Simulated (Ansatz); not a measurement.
# ZrCdS3 in R-3c, a phase reached by a soft mode: following an unstable mode, part 2 of 3

Aim: this structure of ZrCdS3 in R-3c, a phase reached by a soft mode is to be tested for unstable modes, and one is followed downhill.

Ansatz 0.2.0; DFT PBEsol, scalar-relativistic, plane waves, PAW; PAW set soft_1.

So far. Step 2 (Linear response at the zone centre): Before it was imposed, the acoustic sum rule was missed by 1.2e-4 eV/Å² and the charge sum rule by 0.019 e. Small misses are needed for a sound result but don't prove that mesh and cutoff are converged. The lowest optical mode is imaginary, 46.4i cm⁻¹, so the energy falls along it. Step 3 (The mode frozen in, largest atomic shift 0 Å): At this level the gap is 0.93 eV on the k-mesh of the self-consistent run, which can miss the band edges.

The structure was built from a prototype and need not be the compound's stable phase.

## Step 4: The mode frozen in, largest atomic shift 0.45 Å

The atoms are moved along the unstable eigenvector, the largest shift by 0.45 Å, with the cell fixed.

Input file input.yaml:

```yaml
crystal:
  lattice:
    - [3.3067146464, 1.9091325912, 5.7889262588]
    - [-3.3067146464, 1.9091325912, 5.7889262588]
    - [0.0, -3.8182651825, 5.7889262588]
  atoms:
    - { symbol: Cd, position: [0.275911541, 0.275911541, 0.275911541] }
    - { symbol: Cd, position: [0.775911541, 0.775911541, 0.775911541] }
    - { symbol: Zr, position: [0.4891699834, 0.4891699834, 0.4891699834] }
    - { symbol: Zr, position: [-0.0108300166, -0.0108300166, -0.0108300166] }
    - { symbol: S, position: [0.3644817236, 0.7139649738, 0.1115132466] }
    - { symbol: S, position: [0.6115132466, 0.2139649738, 0.8644817236] }
    - { symbol: S, position: [0.8644817236, 0.6115132466, 0.2139649738] }
    - { symbol: S, position: [0.1115132466, 0.3644817236, 0.7139649738] }
    - { symbol: S, position: [0.2139649738, 0.8644817236, 0.6115132466] }
    - { symbol: S, position: [0.7139649738, 0.1115132466, 0.3644817236] }
kpoints:
  mp_grid: { grid: [6, 6, 6] }
hamiltonian:
  xc: pbesol
  pseudopotentials: { kind: paw, azcp: { folder: soft_1 }, xc_functional: pbe }
scf:
  occupations: { method: gaussian, width: 0.02 }
output:
  forces: true
  stress: true
  eigenvalues: true
```

Launch:

```
ansatz run input.yaml --threads 8 --pin off --max-ram 16384MiB --backend cpu --events-out ev --progress --plain --runs-dir out
```

Numbers of over 12 decimals in the logs are rounded to 6 here.

Output:

```text
[...]
Crystal: 10 atoms, lattice volume = 219.271 Å³
Basis set: ecut = 420 eV, 4273 PW (Γ), exchange–correlation on 96×96×96 points (8 copies of the dense FFT grid, shifted against one another)
Bands: 60, of which v1, the nominal top of the filled ones, is band 50 counted from 1 (49 counted from 0)
Symmetry: 6 space group operations
[...]
k-points: 32 of 216 (time reversal used)
[...]
k-point 0: bands = [... 46 lower, 7.3979, 7.7200, 7.7844, 7.7844, 9.1942, 9.1942, 9.2526, 10.2943, ... 4 higher]
  k-point 1: bands = [... 46 lower, 7.3877, 7.5173, 7.5894, 7.6885, 9.2574, 9.3734, 9.4793, 10.3224, ... 4 higher]
  k-point 2: bands = [... 46 lower, 7.2383, 7.3036, 7.4932, 7.5838, 9.4224, 9.5598, 9.7699, 10.0894, ... 4 higher]
  k-point 31: bands = [... 46 lower, 7.3692, 7.3692, 7.3692, 7.3692, 9.6640, 9.6640, 10.4901, 10.4901, ... 4 higher]
[key lines of the parts left out:]
SCF converged after 9 iterations
Free energy (F): -29945.789595 eV
Fermi energy:    8.436228 eV
P = ⅓ Tr σ = -0.9361 GPa (-9.361 kbar)
```

It took 4.3 s on 8 threads of AMD EPYC 7B13 (Zen 3), shared host; peak memory 1 GiB.

This step gave:

| Item | Value |
| --- | --- |
| pressure | -0.9361 GPa |
| gap on the k-mesh | 1.304 eV |
| energy from the undistorted cell | -17.52 meV/atom |

The energy, extrapolated to zero smearing, is -17.52 meV/atom against the undistorted cell.

The run ends at a pressure of -0.94 GPa, with forces up to 0.27 eV/Å.

## Step 5: Energy along the mode, all amplitudes (two of the runs are shown above)

An imaginary frequency means negative curvature, so the energy should fall and then rise again as anharmonic terms take over.

Numbers from this step:

```
depth at the lowest point sampled  : 17.52 meV/atom
largest atomic shift at that point : 0.45 Å
```

Table of energy from the parent by largest atomic shift:

```
largest atomic shift (Å)  energy from the parent (meV/atom)
                   0.000                                  0
                   0.040                             -0.239
                   0.080                             -0.952
                   0.140                              -2.86
                   0.220                              -6.75
                   0.320                              -12.7
                   0.450                              -17.5
                   0.600                              -2.77
```

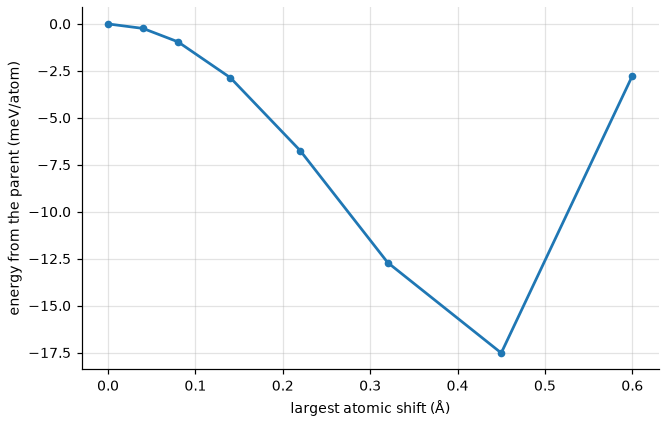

Energy from the parent against largest atomic shift.

Displacement at unit largest shift by atom:

```
atom  x (Å)  y (Å)  z (Å)  size
 Cd1   0.00   0.00   1.00  1.00
 Cd2   0.00   0.00   1.00  1.00
 Zr3   0.00   0.00  -0.42  0.42
 Zr4   0.00   0.00  -0.42  0.42
  S5   0.18  -0.10  -0.77  0.80
  S6   0.18  -0.10  -0.77  0.80
  S7   0.00   0.20  -0.77  0.80
  S8   0.00   0.20  -0.77  0.80
  S9  -0.18  -0.10  -0.77  0.80
 S10  -0.18  -0.10  -0.77  0.80
```

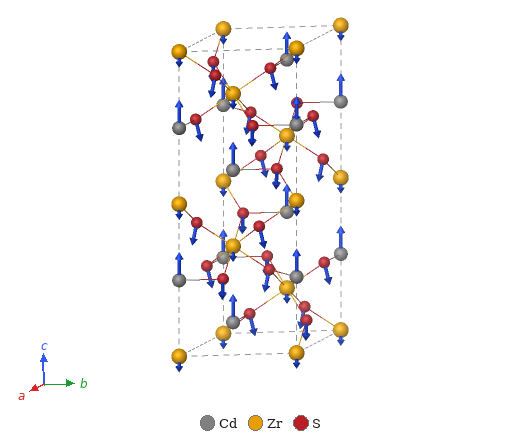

Displacement at unit largest shift as arrows, the longest 1 Å. Bonds to atoms that aren't drawn are left out. Some periodic images of atoms are drawn too.

The lowest of the steps tried is at 0.45 Å, 17.5 meV/atom below the parent; the bottom of the well need not coincide with a step.

## Step 6: Relaxation from the frozen mode

Starting from the lowest point found, all atoms and the cell are let go, so that strain and other modes of the same symmetry can join in.

input.yaml, as its differences from that of step 4:

```diff
@@ -22,3 +22,3 @@
 scf:
-  occupations: { method: gaussian, width: 0.02 }
+  occupations: { method: fixed }
 output:
@@ -27 +27,6 @@
   eigenvalues: true
+relax:
+  adjacent_minimum: "off"
+  f_tol: 0.002
+  max_steps: 120
+  cell: { stress_tol: 0.03 }
```

Output:

```text
[...]
Crystal: 10 atoms, lattice volume = 219.271 Å³
Basis set: ecut = 420 eV, 4273 PW (Γ), exchange–correlation on 96×96×96 points (8 copies of the dense FFT grid, shifted against one another)
Bands: 60, of which v1, the nominal top of the filled ones, is band 50 counted from 1 (49 counted from 0)
Symmetry: 6 space group operations
[...]
k-points: 32 of 216 (time reversal used)
[...]
SCF iter   1: F=—  HF=-29946.763370 eV  |F-HF|=—  |Δ(HF+E_count)|=         —  Δρ=3.40e-2  dr2=3.66e0  ethr=3.10e-3  ⟨swp⟩=5.3  Hψ=6724  notcnv=0  defer=247
[...]
SCF iter  10: F=-29945.789595 eV  HF=-29945.789595 eV  |F-HF|=2.73e-10  |Δ(HF+E_count)|=   4.73e-8  Δρ=1.54e-6  dr2=6.84e-9  ethr=1.00e-10  ⟨swp⟩=14.2  Hψ=9860  notcnv=0
SCF 1 converged in 10 iterations: F = -29945.789595 eV  dr2 = 6.84e-9
[...]
relax step   1: F+E_penalty+E_count = -29945.78959513 eV  Δ(F+E_penalty+E_count) = +0.000e0 eV  max|allowed force component| = 2.679e-1 eV/Å  Δτ_max = 0.0000 Å  P = -0.936 GPa  Ω = 219.271 Å³  (10 SCF iters, dr2 threshold 1.00e-7 eV, accepted)
Crystal: 10 atoms, lattice volume = 215.776 Å³
Basis set: ecut = 420 eV, 4189 PW (Γ), exchange–correlation on 96×96×96 points (8 copies of the dense FFT grid, shifted against one another)
[...]
iter 1 solved again at ethr=4.20e-5 eV; its pass at ethr=3.10e-3 eV (dr2=4.20e-2 eV) is discarded
[...]
SCF iter   6: F=-29945.855340 eV  HF=-29945.855340 eV  |F-HF|=1.11e-7  |Δ(HF+E_count)|=   5.77e-7  Δρ=1.26e-5  dr2=5.62e-7  ethr=1.00e-9  ⟨swp⟩=14.1  Hψ=10899  notcnv=0
SCF 2 converged in 6 iterations: F = -29945.855340 eV  dr2 = 5.62e-7
[...]
relax step   2: F+E_penalty+E_count = -29945.85534050 eV  Δ(F+E_penalty+E_count) = -6.575e-2 eV  max|allowed force component| = 1.377e-1 eV/Å  Δτ_max = 0.0934 Å  P = +0.155 GPa  Ω = 215.776 Å³  energy of the carried Pulay correction = +3.975e-4 eV  (6 SCF iters, dr2 threshold 1.00e-6 eV, accepted)
Crystal: 10 atoms, lattice volume = 216.248 Å³
Basis set: ecut = 420 eV, 4195 PW (Γ), exchange–correlation on 96×96×96 points (8 copies of the dense FFT grid, shifted against one another)
[...]
SCF iter   5: F=-29945.864469 eV  HF=-29945.864469 eV  |F-HF|=7.45e-8  |Δ(HF+E_count)|=   6.23e-7  Δρ=7.55e-6  dr2=2.38e-7  ethr=1.00e-9  ⟨swp⟩=5.6  Hψ=7003  notcnv=0
SCF 3 converged in 5 iterations: F = -29945.864469 eV  dr2 = 2.38e-7
relax step   3: F+E_penalty+E_count = -29945.86446879 eV  Δ(F+E_penalty+E_count) = -9.128e-3 eV  max|allowed force component| = 7.436e-2 eV/Å  Δτ_max = 0.0178 Å  P = +0.124 GPa  Ω = 216.248 Å³  energy of the carried Pulay correction = +3.434e-4 eV  (5 SCF iters, dr2 threshold 1.00e-6 eV, accepted)
[...]
relax step   4: F+E_penalty+E_count = -29945.86657661 eV  Δ(F+E_penalty+E_count) = -2.108e-3 eV  max|allowed force component| = 6.455e-2 eV/Å  Δτ_max = 0.0112 Å  P = +0.057 GPa  Ω = 216.381 Å³  energy of the carried Pulay correction = +3.281e-4 eV  (5 SCF iters, dr2 threshold 3.46e-7 eV, accepted)
[...]
relax step   5: F+E_penalty+E_count = -29945.86965937 eV  Δ(F+E_penalty+E_count) = -3.083e-3 eV  max|allowed force component| = 2.957e-2 eV/Å  Δτ_max = 0.0297 Å  P = -0.025 GPa  Ω = 216.569 Å³  energy of the carried Pulay correction = +3.067e-4 eV  (6 SCF iters, dr2 threshold 2.60e-7 eV, accepted)
[...]
relax step   6: F+E_penalty+E_count = -29945.86950701 eV  Δ(F+E_penalty+E_count) = +1.524e-4 eV  max|allowed force component| = 3.404e-2 eV/Å  Δτ_max = 0.0144 Å  P = -0.002 GPa  Ω = 216.436 Å³  energy of the carried Pulay correction = +3.219e-4 eV  (6 SCF iters, dr2 threshold 5.47e-8 eV, rejected (line search))
[...]
relax step   7: F+E_penalty+E_count = -29945.87006365 eV  Δ(F+E_penalty+E_count) = -4.043e-4 eV  max|allowed force component| = 1.252e-2 eV/Å  Δτ_max = 0.0072 Å  P = +0.043 GPa  Ω = 216.415 Å³  energy of the carried Pulay correction = +3.243e-4 eV  (9 SCF iters, accepted)
[...]
relax step   8: F+E_penalty+E_count = -29945.87025716 eV  Δ(F+E_penalty+E_count) = -1.935e-4 eV  max|allowed force component| = 6.492e-4 eV/Å  Δτ_max = 0.0108 Å  P = -0.004 GPa  Ω = 216.522 Å³  energy of the carried Pulay correction = +3.121e-4 eV  (6 SCF iters, dr2 threshold 9.80e-9 eV, accepted)
[...]
SCF iter   6: F=-29945.869952 eV  HF=-29945.869952 eV  |F-HF|=7.28e-12  |Δ(HF+E_count)|=  1.02e-10  Δρ=4.58e-8  dr2=5.66e-12  ethr=1.00e-12  ⟨swp⟩=5.0  Hψ=6804  notcnv=0
SCF 9 converged in 6 iterations: F = -29945.869952 eV  dr2 = 5.66e-12
relax step   9: F+E_penalty+E_count = -29945.86995176 eV  Δ(F+E_penalty+E_count) = +3.054e-4 eV  max|allowed force component| = 6.809e-4 eV/Å  Δτ_max = 0.0000 Å  P = -0.004 GPa  Ω = 216.522 Å³  stress off target by 6.34e-3 GPa  SCF on the basis re-selected at this cell (its energy is not comparable with the rows above)  (6 SCF iters)
basis re-selected at this cell: Δ(F+E_penalty+E_count) = +3.054e-4 eV, ΔP = -0.000 GPa vs the last step (what re-selecting the basis moved, of the pressure what is left beyond the Pulay correction that the steps carried, after the strain that the cell walked since its last selection, with what the two solves' SCF thresholds leave and, on support functions, any second-order correction that the steps lacked; it is no m [...]
SCF converged after 6 iterations
Free energy (F): -29945.869952 eV
[...]
Internal energy: -29945.869952 eV  (E = F + TS)
E sigma→0 (E₀):  -29945.869952 eV
Fermi energy:    7.918569 eV
[...]
--- Forces (eV/Å), atoms counted from 1 ---
  atom   1  Cd     0.00000000     0.00000000    -0.00007200
  atom   2  Cd    -0.00000000     0.00000000    -0.00007200
  atom   3  Zr     0.00000000     0.00000000    -0.00068106
  atom   4  Zr    -0.00000000     0.00000000    -0.00068106
  atom   5  S     -0.00018761     0.00039431     0.00025082
  atom   6  S     -0.00043529    -0.00003468     0.00025082
  atom   7  S      0.00024768    -0.00035964     0.00025082
  atom   8  S     -0.00024768    -0.00035964     0.00025082
  atom   9  S      0.00018761     0.00039431     0.00025082
  atom  10  S      0.00043529    -0.00003468     0.00025082
  max |Σ_I F_I| component: 1.22e-6 eV/Å
--- Stress (GPa, compression-positive) ---
       -0.006337      -0.000000      -0.000000
        0.000000      -0.006337      -0.000000
        0.000000      -0.000000      -0.000211
  P = ⅓ Tr σ = -0.0043 GPa (-0.043 kbar)
--- Band table (eV; the first three rows and the last of 32) ---
  k-point 0: bands = [... 46 lower, 7.5982, 7.8991, 7.8991, 7.9112, 9.2260, 9.2502, 9.2502, 10.4167, ... 6 higher]
  k-point 1: bands = [... 46 lower, 7.5874, 7.6256, 7.7330, 7.8663, 9.3699, 9.5000, 9.5505, 10.4970, ... 6 higher]
  k-point 2: bands = [... 46 lower, 7.3996, 7.4160, 7.6856, 7.7678, 9.6082, 9.7439, 9.9686, 10.3868, ... 6 higher]
  k-point 31: bands = [... 46 lower, 7.5556, 7.5556, 7.5556, 7.5556, 9.8701, 9.8701, 10.6943, 10.6943, ... 6 higher]
--- Relaxed structure (8 steps of the walk, 7 accepted, 1 SCFs on fresh bases) ---
  F+E_penalty+E_count = -29945.86995176 eV   max|allowed force component| = 6.809e-4 eV/Å   (the final SCF, on the basis selected at the relaxed cell)
  cell:  # Å, volume = 216.5218 Å³
    - [3.267559, 1.886526, 5.854153]
    - [-3.267559, 1.886526, 5.854153]
    - [1.5502952045417957e-18, -3.773052, 5.854153]
  atoms:
    - { symbol: Cd, position: [0.283470, 0.283470, 0.283470] }
    - { symbol: Cd, position: [0.783470, 0.783470, 0.783470] }
    - { symbol: Zr, position: [0.482673, 0.482673, 0.482673] }
    - { symbol: Zr, position: [-0.017327, -0.017327, -0.017327] }
    - { symbol: S, position: [0.366718, 0.722876, 0.099305] }
    - { symbol: S, position: [0.599305, 0.222876, 0.866718] }
    - { symbol: S, position: [0.866718, 0.599305, 0.222876] }
    - { symbol: S, position: [0.099305, 0.366718, 0.722876] }
    - { symbol: S, position: [0.222876, 0.866718, 0.599305] }
    - { symbol: S, position: [0.722876, 0.099305, 0.366718] }
```

The job ended after 45 s (8 threads; peak memory 1.1 GiB).

Relaxation path:

```csv
step,energy less that of the first step (eV),largest force component (eV/Å),pressure (GPa),volume (Å³)
1,0.0000,0.2679,-0.94,219.27
2,-0.0657,0.1377,0.15,215.78
3,-0.0749,0.0744,0.12,216.25
4,-0.0770,0.0645,0.06,216.38
5,-0.0801,0.0296,-0.03,216.57
6,-0.0799,0.0340,0.00,216.44
7,-0.0805,0.0125,0.04,216.41
8,-0.0807,0.0006,0.00,216.52
9*,-0.0804,0.0007,0.00,216.52
```

Relaxation steps marked * repeat the geometry before them on a plane-wave basis chosen anew for their cell, so energy and pressure can jump there. Relaxation step 6 was tried and not accepted.

The run keeps the 6 symmetry operations that it works with, so distortions that break them were not tested.

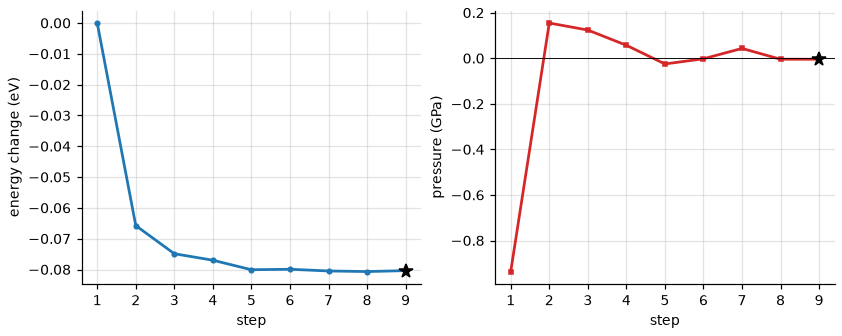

Energy and pressure along the relaxation. Stars mark steps on a basis chosen anew.

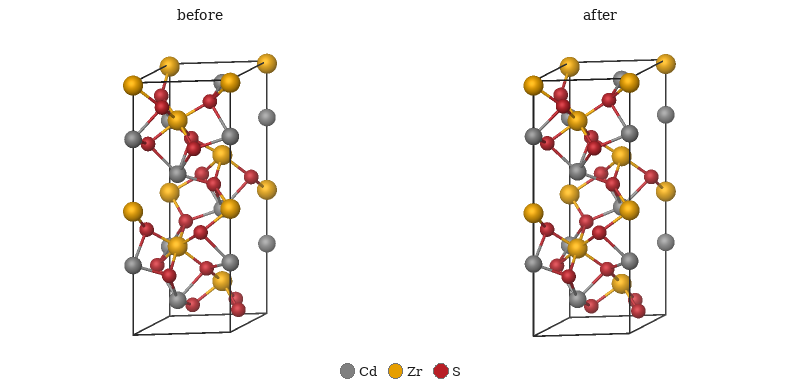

Before and after, at one scale. Bonds to atoms that aren't drawn are left out.

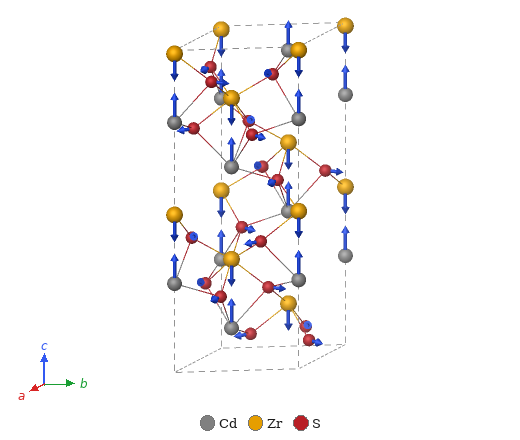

Displacements in the relaxation, exaggerated, measured against the changing cell; the longest in the cell stands for 0.13 Å. Bonds to atoms that aren't drawn are left out. Some periodic images of atoms are drawn too.

```csv
"conventional cell, symmetrised",before,after,change
a (Å),6.613,6.535,-1.2 %
b (Å),6.613,6.535,-1.2 %
c (Å),17.367,17.562,+1.1 %
volume (Å³/atom),21.93,21.65,-1.3 %
```

The atoms that moved most (Å, as changes of fractional coordinates times the final cell):

```csv
atom,dx,dy,dz,length
Cd1,0.000,0.000,0.133,0.133
Cd2,0.000,0.000,0.133,0.133
Zr3,0.000,0.000,-0.114,0.114
Zr4,0.000,0.000,-0.114,0.114
S7,0.047,-0.052,-0.006,0.071
S8,-0.047,-0.052,-0.006,0.071
S6,-0.069,-0.015,-0.006,0.071
S10,0.069,-0.015,-0.006,0.071
```

This step gave:

| Property | Result |
| --- | --- |
| pressure | -0.004295 GPa |
| gap on the k-mesh | 1.307 eV |
| volume per atom | 21.65 Å³ |

The distorted start has space group R3c; the relaxation ends in R3c.

## Step 7: The new phase in its own primitive cell

The relaxed structure is symmetrised, reduced to its primitive cell and relaxed tightly, as its phonons need.

Input file input.yaml:

```yaml
crystal:
  lattice:
    - [3.2675589594, 1.8865260448, 5.8541528338]
    - [-3.2675589594, 1.8865260448, 5.8541528338]
    - [0.0, -3.7730520896, 5.8541528338]
  atoms:
    - { symbol: Cd, position: [0.7165295979, 0.7165295979, 0.7165295979] }
    - { symbol: Cd, position: [0.2165295979, 0.2165295979, 0.2165295979] }
    - { symbol: Zr, position: [0.5173271579, 0.5173271579, 0.5173271579] }
    - { symbol: Zr, position: [0.0173271579, 0.0173271579, 0.0173271579] }
    - { symbol: S, position: [0.9006951372, 0.2771244626, 0.633282176] }
    - { symbol: S, position: [0.133282176, 0.7771244626, 0.4006951372] }
    - { symbol: S, position: [0.7771244626, 0.4006951372, 0.133282176] }
    - { symbol: S, position: [0.2771244626, 0.633282176, 0.9006951372] }
    - { symbol: S, position: [0.4006951372, 0.133282176, 0.7771244626] }
    - { symbol: S, position: [0.633282176, 0.9006951372, 0.2771244626] }
kpoints:
  mp_grid: { grid: [6, 6, 6] }
hamiltonian:
  xc: pbesol
  pseudopotentials: { kind: paw, azcp: { folder: soft_1 }, xc_functional: pbe }
scf:
  occupations: { method: fixed }
output:
  forces: true
  stress: true
  eigenvalues: true
relax:
  adjacent_minimum: "off"
  f_tol: 0.001
  max_steps: 60
  cell: { stress_tol: 0.01 }
```

Output:

```text
[...]
Crystal: 10 atoms, lattice volume = 216.522 Å³
Basis set: ecut = 420 eV, 4219 PW (Γ), exchange–correlation on 96×96×96 points (8 copies of the dense FFT grid, shifted against one another)
Bands: 60, of which v1, the nominal top of the filled ones, is band 50 counted from 1 (49 counted from 0)
Symmetry: 6 space group operations
[...]
k-points: 32 of 216 (time reversal used)
[...]
- { symbol: Zr, position: [0.0173271579, 0.0173271579, 0.0173271579] }
    - { symbol: S, position: [0.9006951372, 0.277124, 0.633282] }
    - { symbol: S, position: [0.133282, 0.7771244626, 0.4006951372] }
    - { symbol: S, position: [0.7771244626, 0.400695, 0.133282] }
    - { symbol: S, position: [0.2771244626, 0.633282176, 0.9006951372] }
    - { symbol: S, position: [0.400695, 0.133282, 0.7771244626] }
    - { symbol: S, position: [0.633282, 0.900695, 0.2771244626] }
[key lines of the parts left out:]
SCF converged after 8 iterations
Free energy (F): -29945.869952 eV
Fermi energy:    7.918568 eV
P = ⅓ Tr σ = -0.0043 GPa (-0.043 kbar)
```

The job ended after 14 s (8 threads; peak memory 1.1 GiB; 1.7 min of CPU time).

Little changed from the start: no atom moved by 0.005 Å and no cell edge by 0.1 %.

This step gave:

```yaml
pressure: -0.004294 GPa
direct_gap_on_mesh: 1.315 eV
```

The largest force component left is 0.68 meV/Å and the pressure is -0.004 GPa, within the tolerances set. The cell now holds 21.65 Å³/atom.

(Part 2 of 3 ends here.)

[Logs are printed without paths, hosts, clocks, repeated set-up lines and the standing remarks that a program may print on its own settings, such as how far it seeks lower states.]

[Hosts, paths, dates, database ids (printed as entryN), source tags and the programs' standing remarks are cut or masked in the printed files.]
